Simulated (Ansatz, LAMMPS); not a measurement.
# Squeezing and shearing glassy 71P2O5-6Al2O3-18BaO-6Fe2O3 (mol %) (100 atoms)

How stiff is glassy 71P2O5-6Al2O3-18BaO-6Fe2O3 (mol %) (100 atoms), and how do its levels respond to strain?

Calculated with Ansatz 0.2.0; Kohn-Sham DFT, PBEsol, PAW (set soft_2), plane waves.

## 1. Starting point

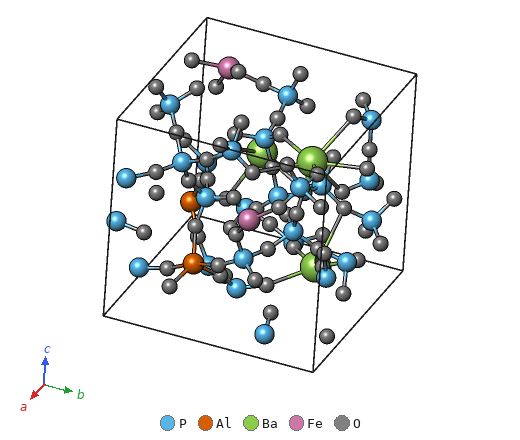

The cell as given, from a free direction (phosphorus blue, aluminium orange, barium green, iron pink, oxygen grey). Bonds to atoms that aren't drawn are left out. Some periodic images of atoms are drawn too.

The cell holds 100 atoms: 24 P, 2 Al, 3 Ba, 2 Fe and 69 O. Its edges and angles: a = 11.202 Å, b = 11.202 Å, c = 11.202 Å, α = 90.0°, β = 90.0°, γ = 90.0°. 100 atoms (24 P, 2 Al, 3 Ba, 2 Fe, 69 O) placed at random at 2.81 g/cm³, melted at 4000 K for 10 ps at fixed volume with the Morse and Coulomb pair potential with partial charges (Pedone, Malavasi, Menziani, Cormack and Segre, J. Phys. Chem. B 110, 11780 (2006)). Quenched from 4000 K to 300 K at 10 K/ps and fixed volume, held 10 ps at zero pressure, then minimised at fixed cell.

What the set-up can't give: The quench rate of 10 K/ps far exceeds what a furnace or splat quench reaches, so expect more defects and frozen-in strain than in a real sample. The network of bonds at the start is that of the classical potential that made the cell, and needn't be the one that DFT or experiment would give. Without a Hubbard term or exact exchange, open shells on Fe are likely too delocalised. Sampling is at Γ alone. The levels lack spin–orbit coupling, which is large for the heavy elements here.

## 2. Single point at the start

A single point comes first, to see the forces before anything moves.

The input, input.yaml:

```yaml
crystal:
  lattice:
    - [11.20166, 0.0, 0.0]
    - [0.0, 11.20166, 0.0]
    - [0.0, 0.0, 11.20166]
  atoms:
    - { symbol: P, position: [0.1138, 0.52271, 0.06268] }
    - { symbol: P, position: [0.5857, 0.45423, 0.05724] }
    - { symbol: P, position: [0.404, 0.2453, 0.01804] }
    - { symbol: P, position: [0.57892, 0.08022, 0.87954] }
    - { symbol: P, position: [0.84285, 0.5766, 0.3754] }
    - { symbol: P, position: [0.2708, 0.90884, 0.87982] }
    - { symbol: P, position: [0.94002, 0.73738, 0.0877] }
    - { symbol: P, position: [0.71847, 0.04207, 0.11295] }
    - { symbol: P, position: [0.36016, 0.18694, 0.50296] }
    - { symbol: P, position: [0.56099, 0.9525, 0.31972] }
    - { symbol: P, position: [0.89016, 0.837, 0.83698] }
    - { symbol: P, position: [0.97076, 0.05102, 0.69968] }
    - { symbol: P, position: [0.62319, 0.71589, 0.44132] }
    - { symbol: P, position: [0.04286, 0.26146, 0.12876] }
    - { symbol: P, position: [0.75238, 0.2231, 0.7179] }
    - { symbol: P, position: [0.1261, 0.453, 0.79815] }
    - { symbol: P, position: [0.31922, 0.93843, 0.60629] }
    - { symbol: P, position: [0.09534, 0.87492, 0.26816] }
    - { symbol: P, position: [0.77794, 0.46015, 0.85827] }
    - { symbol: P, position: [0.40463, 0.54868, 0.45698] }
    - { symbol: P, position: [0.15291, 0.65086, 0.41231] }
    - { symbol: P, position: [0.6167, 0.29238, 0.48888] }
    - { symbol: P, position: [0.39154, 0.46212, 0.72014] }
    - { symbol: P, position: [0.91692, 0.99853, 0.43826] }
    - { symbol: Al, position: [0.76913, 0.31573, 0.23736] }
    - { symbol: Al, position: [0.28292, 0.0951, 0.23702] }
    - { symbol: Ba, position: [0.38885, 0.7413, 0.1467] }
    - { symbol: Ba, position: [0.56132, 0.75841, 0.77436] }
    - { symbol: Ba, position: [0.05593, 0.32337, 0.43566] }
    - { symbol: Fe, position: [0.93987, 0.62724, 0.63745], spin: -5.0 }
    - { symbol: Fe, position: [0.15549, 0.18048, 0.8762], spin: -5.0 }
    - { symbol: O, position: [0.8426, 0.46064, 0.30798] }
    - { symbol: O, position: [0.3932, 0.50696, 0.58826] }
    - { symbol: O, position: [0.43584, 0.95418, 0.26647] }
    - { symbol: O, position: [0.29013, 0.27712, 0.95428] }
    - { symbol: O, position: [0.57106, 0.04262, 0.41622] }
    - { symbol: O, position: [0.13622, 0.2021, 0.20785] }
    - { symbol: O, position: [0.50914, 0.63665, 0.44401] }
    - { symbol: O, position: [0.52393, 0.00215, 0.78993] }
    - { symbol: O, position: [0.48605, 0.16458, 0.93886] }
    - { symbol: O, position: [0.09475, 0.32321, 0.80339] }
    - { symbol: O, position: [0.03892, 0.51461, 0.71786] }
    - { symbol: O, position: [0.67324, 0.15623, 0.80862] }
    - { symbol: O, position: [0.77368, 0.34508, 0.77643] }
    - { symbol: O, position: [0.37341, 0.17366, 0.12847] }
    - { symbol: O, position: [0.28925, 0.62568, 0.43689] }
    - { symbol: O, position: [0.66858, 0.40597, 0.15106] }
    - { symbol: O, position: [0.64329, 0.9782, 0.20981] }
    - { symbol: O, position: [0.02176, 0.82139, 0.16363] }
    - { symbol: O, position: [0.09026, 0.67168, 0.52943] }
    - { symbol: O, position: [0.64663, 0.03558, 0.99167] }
    - { symbol: O, position: [0.86928, 0.14932, 0.7069] }
    - { symbol: O, position: [0.17048, 0.8244, 0.90517] }
    - { symbol: O, position: [0.71927, 0.63942, 0.37866] }
    - { symbol: O, position: [0.35771, 0.07143, 0.58195] }
    - { symbol: O, position: [0.0436, 0.19706, 0.00982] }
    - { symbol: O, position: [0.48444, 0.35686, 0.03974] }
    - { symbol: O, position: [0.71389, 0.17296, 0.14359] }
    - { symbol: O, position: [0.26903, 0.27318, 0.55167] }
    - { symbol: O, position: [0.94335, 0.9615, 0.79961] }
    - { symbol: O, position: [0.9225, 0.27065, 0.18769] }
    - { symbol: O, position: [0.91734, 0.1312, 0.4198] }
    - { symbol: O, position: [0.01731, 0.6202, 0.08202] }
    - { symbol: O, position: [0.80355, 0.93429, 0.41669] }
    - { symbol: O, position: [0.18985, 0.96045, 0.22462] }
    - { symbol: O, position: [0.75943, 0.86223, 0.84211] }
    - { symbol: O, position: [0.15263, 0.76324, 0.32876] }
    - { symbol: O, position: [0.44881, 0.55585, 0.79616] }
    - { symbol: O, position: [0.92928, 0.78418, 0.95726] }
    - { symbol: O, position: [0.48654, 0.24424, 0.49908] }
    - { symbol: O, position: [0.41197, 0.84906, 0.57082] }
    - { symbol: O, position: [0.01254, 0.94104, 0.35566] }
    - { symbol: O, position: [0.93081, 0.67216, 0.34004] }
    - { symbol: O, position: [0.6917, 0.236, 0.59677] }
    - { symbol: O, position: [0.87294, 0.54507, 0.50569] }
    - { symbol: O, position: [0.66488, 0.45363, 0.94018] }
    - { symbol: O, position: [0.31809, 0.14754, 0.37964] }
    - { symbol: O, position: [0.83991, 0.99179, 0.0983] }
    [... 16 atom lines left out ...]
    - { symbol: O, position: [0.45042, 0.34386, 0.73941] }
    - { symbol: O, position: [0.53629, 0.574, 0.08227] }
    - { symbol: O, position: [0.40755, 0.45186, 0.36713] }
    - { symbol: O, position: [0.68265, 0.27854, 0.37276] }
    - { symbol: O, position: [0.88435, 0.44709, 0.93714] }
    - { symbol: O, position: [0.09109, 0.10046, 0.72398] }
magnetization:
  spin_polarized: true
kpoints:
  mp_grid: { grid: [1, 1, 1] }
hamiltonian:
  xc: pbesol
scf:
  occupations: { method: fermi_dirac, width: 0.025 }
  lower_state_search: "off"
output:
  forces: true
```

Launch:

```bash
ansatz run input.yaml --threads 8 --pin off --max-ram 15872MiB --backend cpu --events-out ev --progress --plain --runs-dir out
```

Numbers of over 12 decimals in the logs are rounded to 6 here.

The program printed:

```text
[...]
Pseudopotentials: kind: paw
Pseudopotential: P, paw, valence charge 5, recommended cutoff 420 eV (normal), P.paw.azcp
Pseudopotential: Al, paw, valence charge 3, recommended cutoff 420 eV (normal), Al.paw.azcp
Pseudopotential: Ba, paw, valence charge 10, recommended cutoff 420 eV (normal), Ba.paw.azcp
Pseudopotential: Fe, paw, valence charge 16, recommended cutoff 420 eV (normal), Fe.paw.azcp
Pseudopotential: O, paw, valence charge 6, recommended cutoff 420 eV (normal), O.paw.azcp
[... 3 lines on functional and potentials left out ...]
Crystal: 100 atoms, lattice volume = 1405.553 Å³
Basis set: ecut = 420 eV, 27609 PW (Γ), exchange–correlation on 150×150×150 points (8 copies of the dense FFT grid, shifted against one another)
Bands: 406, of which v1, the nominal top of the filled ones, is band 301 counted from 1 (300 counted from 0)
Symmetry: 1 space group operations
Space group: P1 (ITA 1), of the structure as read, at distance tolerance 1.1e-4 Å
Magnetic group: BNS 1.1 (UNI 1), of the structure as read, at distance tolerance 1.1e-4 Å
k-points: 1
[... 16 lines on functional and potentials left out ...]
Initial density: superposition of atomic densities (chi_scale 0.1, normalization cell, long waves kept (reshape's long-wave potential 0.58 eV rms))
Starting moments: Σ|m| = 10 μB on 2 of 100 sites
Initial wavefunctions: pseudopotential atomic-orbital guess
[...]
SCF iter   1: F=—  HF=-84127.768350 eV  |F-HF|=—  |Δ(HF+E_count)|=         —  Δρ=1.61e-1 (↑1.61e-1 ↓5.59e-2)  dr2=8.49e2  dr2_m=6.48e1  M=-0.016 μB ∫|m|=0.807 μB  β_m=0.30  ethr=3.10e-3  ⟨swp⟩=12.0  Hψ=5468  notcnv=0  defer=106
preconditioner: auto → Resta (q_TF=auto, 2.369 Å⁻¹)  ε∞=3.5  [insulator: Δε(μ)=0.099 eV  Ē_g=15.114 eV  σ=0.025 eV  W_gap=0.76  n_scr=304 (ndim 8)  ℏωp=23.9 eV  f_vac=0.089  D(μ)=21.25/eV (n_scr^D=92)  ε∞_Penn≈3.5]
spin=Collinear: Resta preconditioning applied to the charge; magnetization (m = ρ↑ − ρ↓) channel mixes plain (no charge-response kernel on spin).
SCF iter   2: F=—  HF=-84111.093804 eV  |F-HF|=—  |Δ(HF+E_count)|=    1.67e1  Δρ=1.58e-1 (↑6.55e-2 ↓1.58e-1)  dr2=1.03e3  dr2_m=3.37e1  M=-0.069 μB ∫|m|=0.591 μB  β_m=0.30  ethr=3.10e-3  ⟨swp⟩=4.0  Hψ=2182  notcnv=0  defer=190
preconditioner: auto → Kerker (q_TF=auto, 2.369 Å⁻¹)  [metal: Δε(μ)=0.012 eV  Ē_g=13.864 eV  σ=0.025 eV  W_gap=0.12  n_scr=304 (ndim 8)  ℏωp=22.5 eV  f_vac=0.098  D(μ)=49.10/eV (n_scr^D=388)]
spin=Collinear: Kerker preconditioning applied to the charge; magnetization (m = ρ↑ − ρ↓) channel mixes plain (no charge-response kernel on spin).
SCF iter   3: F=—  HF=-84045.875088 eV  |F-HF|=—  |Δ(HF+E_count)|=    6.52e1  Δρ=3.95e-2 (↑3.95e-2 ↓3.57e-2)  dr2=1.08e2  dr2_m=2.02e0  M=-7.138 μB ∫|m|=7.319 μB  β_m=0.30  ethr=3.10e-3  ⟨swp⟩=4.0  Hψ=1910  notcnv=0  defer=178
SCF iter   4: F=—  HF=-84043.356691 eV  |F-HF|=—  |Δ(HF+E_count)|=    2.52e0  Δρ=7.13e-2 (↑7.13e-2 ↓6.59e-2)  dr2=3.35e2  dr2_m=7.72e0  M=-1.969 μB ∫|m|=2.727 μB  β_m=0.30  ethr=3.10e-3  ⟨swp⟩=4.0  Hψ=1570  notcnv=0  defer=190
[...]
SCF iter   9: F=—  HF=-84024.525256 eV  |F-HF|=—  |Δ(HF+E_count)|=   1.93e-1  Δρ=5.46e-3 (↑5.46e-3 ↓5.43e-3)  dr2=3.71e0  dr2_m=5.62e-2  M=-9.992 μB ∫|m|=10.053 μB  β_m=0.30  ethr=1.51e-3  ⟨swp⟩=4.0  Hψ=1136  notcnv=0  defer=195
Mixer restart at iter 9: flushing history
spin-set hold released at iteration 9 (site moments contracting): the magnetisation degrees of freedom join the quasi-Newton model from the next iteration; the mixer history was flushed
SCF iter  10: F=—  HF=-84025.226730 eV  |F-HF|=—  |Δ(HF+E_count)|=   7.01e-1  Δρ=4.06e-3 (↑3.71e-3 ↓4.06e-3)  dr2=2.92e0  dr2_m=2.16e-2  M=-9.999 μB ∫|m|=10.064 μB  β_m=0.65  ethr=6.16e-4  ⟨swp⟩=3.0  Hψ=1087  notcnv=0  defer=196
SCF iter  11: F=—  HF=-84026.489884 eV  |F-HF|=—  |Δ(HF+E_count)|=    1.26e0  Δρ=3.47e-2 (↑3.47e-2 ↓8.95e-3)  dr2=3.00e1  dr2_m=3.20e0  M=-8.805 μB ∫|m|=8.913 μB  β_m=0.41  ethr=4.84e-4  ⟨swp⟩=4.5  Hψ=1273  notcnv=0  defer=196  recentre
[...]
SCF iter  15: F=—  HF=-84025.289466 eV  |F-HF|=—  |Δ(HF+E_count)|=   2.12e-1  Δρ=1.24e-3 (↑1.24e-3 ↓1.01e-3)  dr2=2.16e-1  dr2_m=4.30e-3  M=-9.988 μB ∫|m|=10.101 μB  β_m=0.63  ethr=1.89e-4  ⟨swp⟩=6.5  Hψ=1075  notcnv=0  defer=196
preconditioner: auto → Resta (q_TF=auto, 2.369 Å⁻¹)  ε∞=3.3  [insulator: Δε(μ)=0.237 eV  Ē_g=15.866 eV  σ=0.025 eV  W_gap=0.98  n_scr=304 (ndim 8)  ℏωp=23.9 eV  f_vac=0.172  D(μ)=1.10/eV (n_scr^D=0)  ε∞_Penn≈3.3]
spin=Collinear: Resta preconditioning applied to the charge; magnetization (m = ρ↑ − ρ↓) channel mixes plain (no charge-response kernel on spin).
SCF iter  16: F=—  HF=-84025.252044 eV  |F-HF|=—  |Δ(HF+E_count)|=   3.74e-2  Δρ=2.96e-3 (↑2.96e-3 ↓8.16e-4)  dr2=1.97e-1  dr2_m=2.48e-2  M=-9.899 μB ∫|m|=10.013 μB  β_m=0.81  ethr=3.60e-5  ⟨swp⟩=5.5  Hψ=1081  notcnv=0  defer=196
SCF iter  17: F=—  HF=-84025.260562 eV  |F-HF|=—  |Δ(HF+E_count)|=   8.52e-3  Δρ=4.11e-3 (↑4.11e-3 ↓8.18e-4)  dr2=3.96e-1  dr2_m=5.22e-2  M=-9.939 μB ∫|m|=10.047 μB  β_m=0.63  ethr=3.28e-5  ⟨swp⟩=4.0  Hψ=1082  notcnv=0  defer=196
[...]
SCF iter  30: F=—  HF=-84025.245813 eV  |F-HF|=—  |Δ(HF+E_count)|=   5.05e-9  Δρ=3.15e-6 (↑3.15e-6 ↓6.08e-7)  dr2=2.04e-7  dr2_m=3.08e-8  M=-9.998 μB ∫|m|=10.108 μB  β_m=0.38  ethr=5.60e-10  ⟨swp⟩=2.0  Hψ=783  notcnv=0  defer=195
SCF iter  31: F=-84025.245813 eV  HF=-84025.245813 eV  |F-HF|=5.53e-10  |Δ(HF+E_count)|=   7.52e-9  Δρ=6.92e-7 (↑6.92e-7 ↓3.19e-7)  dr2=1.31e-8  dr2_m=1.49e-9  M=-9.998 μB ∫|m|=10.108 μB  ethr=1.66e-11  ⟨swp⟩=4.5  Hψ=2036  notcnv=0
SCF 1 converged in 31 iterations: F = -84025.245813 eV  dr2 = 1.31e-8
[...]
SCF converged after 31 iterations
Magnetization: -9.9979 μB (296.0010 up, 305.9990 down)
Absolute magnetization: 10.1091 μB (∫|ρ↑−ρ↓|, with the PAW one-centre terms)
Spin contamination: 0.0115 ħ² per cell (⟨S²⟩ above its minimum at these occupations)
Per-site moments (μB) at R_I (Å): [(-0.000113078, 0.613510), (-0.000307889, 0.609733), (-0.00380057, 0.620691), (-4.7568152671393054e-5, 0.605094), (-0.00159672, [...]
Free energy (F): -84025.245813 eV
Harris-Foulkes:  -84025.245813 eV  (|F-HF|=5.53e-10)
Internal energy: -84025.231440 eV  (E = F + TS)
E sigma→0 (E₀):  -84025.238626 eV
Entropy (-TS):   -0.014374 eV (-0.144 meV/atom)
Fermi energy:    4.378116 eV
--- Per-component energies (eV) ---
[...]
Σ components = -84025.245813   (vs F -84025.245813, Δ=0.00e0)
--- Forces (eV/Å), atoms counted from 1 ---
  atom   1  P      2.28538924     0.50219248     0.32825732
  atom   2  P      1.68219537     0.29366643     0.85050763
  atom   3  P     -1.43684619    -0.23001606    -0.29525751
  atom   4  P     -1.32502768    -1.10050758     0.27223800
[...]
atom 100  O     -0.49226612     0.54405192    -0.31072373
  max |Σ_I F_I| component: 1.14e-5 eV/Å
```

Elapsed: 42 s, on 8 threads of Arm Neoverse V1, shared host; peak memory 3.2 GiB; 5.4 min of CPU time.

The r.m.s. force at the start is 1.3 eV/Å.

(Part 1 of 5 ends here.)

[Logs are printed without paths, hosts, clocks, repeated set-up lines and the standing remarks that a program may print on its own settings, such as how far it seeks lower states.]

[Hosts, paths, dates, database ids (printed as entryN), source tags and the programs' standing remarks are cut or masked in the printed files.]
